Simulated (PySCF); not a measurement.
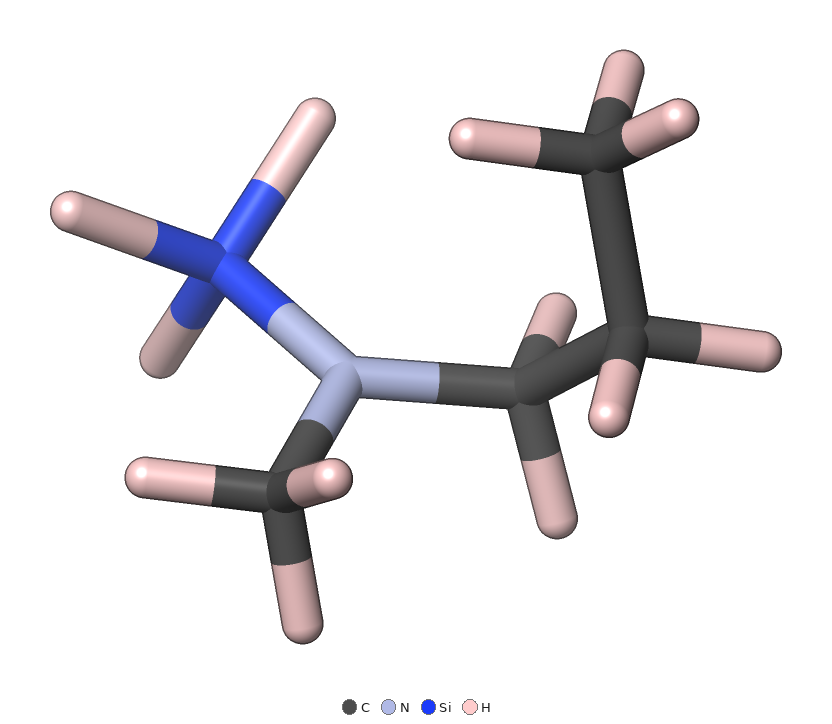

Stick drawing of a structure. Every bond is drawn as one stick, whatever its order.

The computed structure is the end point of a PBE0-D3(BJ)/def2-SVP optimisation. No frequency run is at hand to confirm it as a minimum.

Description:

The molecule is C₄H₁₃NSi. SMILES: `CCCN(C)[SiH3]`. It has no ring. Among its groups: Si–H bond, Si–N bond. The point group is C1. Coordination: 4 C tetrahedral; 1 N trigonal planar; 1 Si tetrahedral.

The parts below concern this one geometry. Atoms keep their numbers from picture to picture.

## Geometry

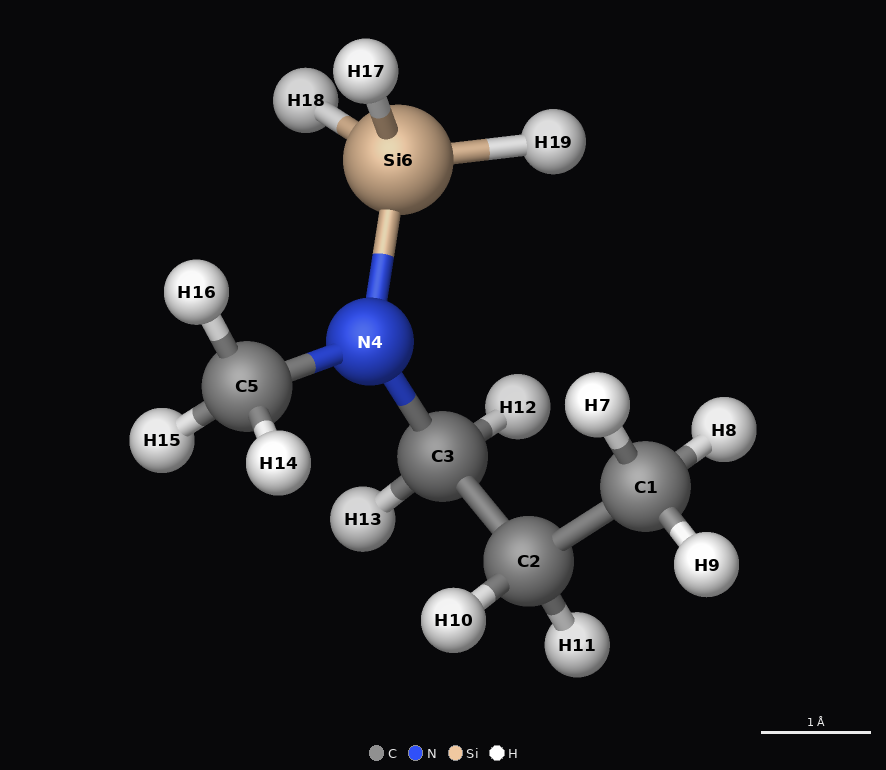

No frequency run is at hand to confirm it as a minimum.

List the bonds and their lengths. Leave out bonds to hydrogen.

```json
{"bond": "C1–C2", "length (Å)": "1.519", "order": "single"}
{"bond": "C2–C3", "length (Å)": "1.528", "order": "single"}
{"bond": "C3–N4", "length (Å)": "1.449", "order": "single"}
{"bond": "N4–C5", "length (Å)": "1.442", "order": "single"}
{"bond": "N4–Si6", "length (Å)": "1.734", "order": "single"}
```

## Dipole moment

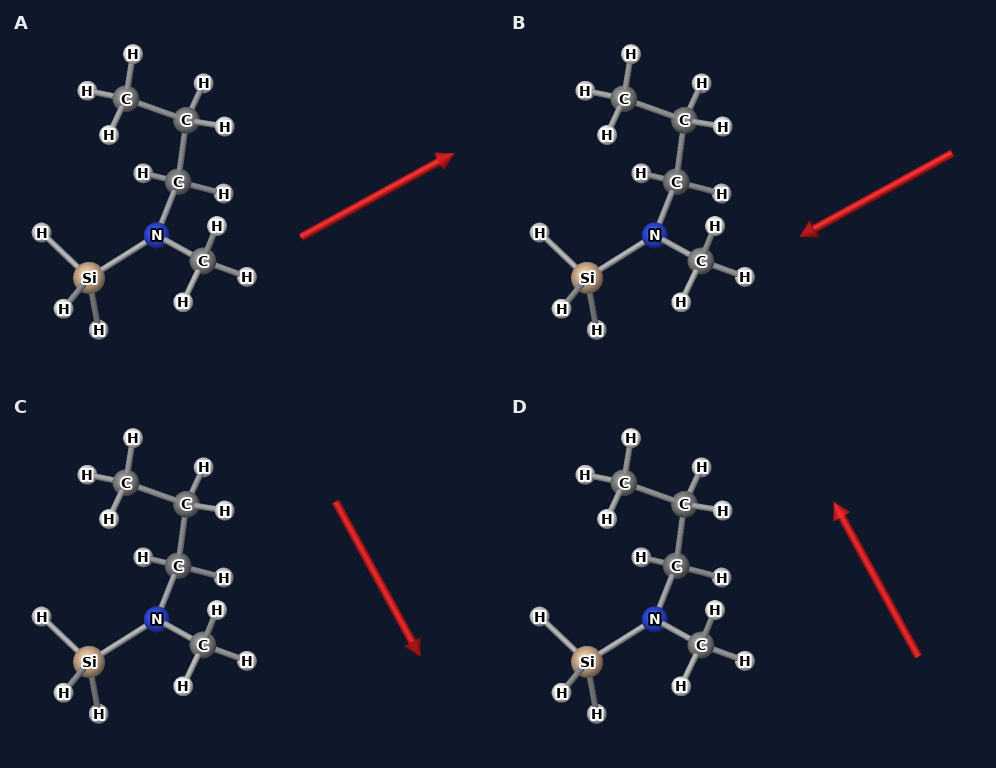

The same molecule four times, each with an arrow. No frequency run is at hand to confirm it as a minimum. Properties computed with PBE0/aug-cc-pVDZ, gas phase (PySCF 2.14.0).

Question: Which arrow points along the dipole moment, from the negative to the positive end?

Answer: A. The dipole moment is 0.98 D.

## NMR shielding

The questions are on isotropic NMR shieldings of the C atoms. No frequency run is at hand to confirm it as a minimum. Properties computed with GIAO PBE0/cc-pVDZ NMR shielding, non-relativistic, gas phase (PySCF 2.14.0).

Question: Which C atom is the most shielded (lowest chemical shift)?

Answer: C1 (184.4 ppm).

Question: Which C atom is the least shielded (highest chemical shift)?

Answer: C3 (142.9 ppm).

Question: How wide is the range of C shifts?

Answer: 41.5 ppm.

Give the isotropic NMR shieldings of the C atoms atom by atom.

| atom | σ (ppm) |
| --- | --- |
| C1 | 184.4 |
| C2 | 174.7 |
| C3 | 142.9 |
| C5 | 161.8 |

## Quadrupole coupling

No frequency run is at hand to confirm it as a minimum. Electric field gradients from the ground-state density, PBE0/cc-pVDZ (PySCF 2.14.0), non-relativistic apart from any core potentials.

Give the largest field-gradient component, the quadrupole coupling constant and the asymmetry for 14N at N4 (Q = 20.44 mb).

```tsv
atom	V_zz (a.u.)	e²qQ/h (MHz)	η
N4	−1.084	−5.21	0.31
```

## Charges

The questions are on ESP-fitted charges. No frequency run is at hand to confirm it as a minimum. Properties computed with PBE0/aug-cc-pVDZ, gas phase (PySCF 2.14.0).

Question: Which atom carries the highest charge (most positive or least negative)?

Answer: Si6 (0.24 e).

Question: And the lowest?

Answer: C5 (−0.55 e).

List the ESP-fitted charges.

```tsv
atom	value (e)
C1	−0.34
C2	0.16
C3	−0.24
N4	0.09
C5	−0.55
Si6	0.24
H7	0.07
H8	0.09
H9	0.08
H10	0.00
H11	0.00
H12	0.10
H13	0.06
H14	0.17
H15	0.15
H16	0.17
H17	−0.07
H18	−0.10
H19	−0.08
```
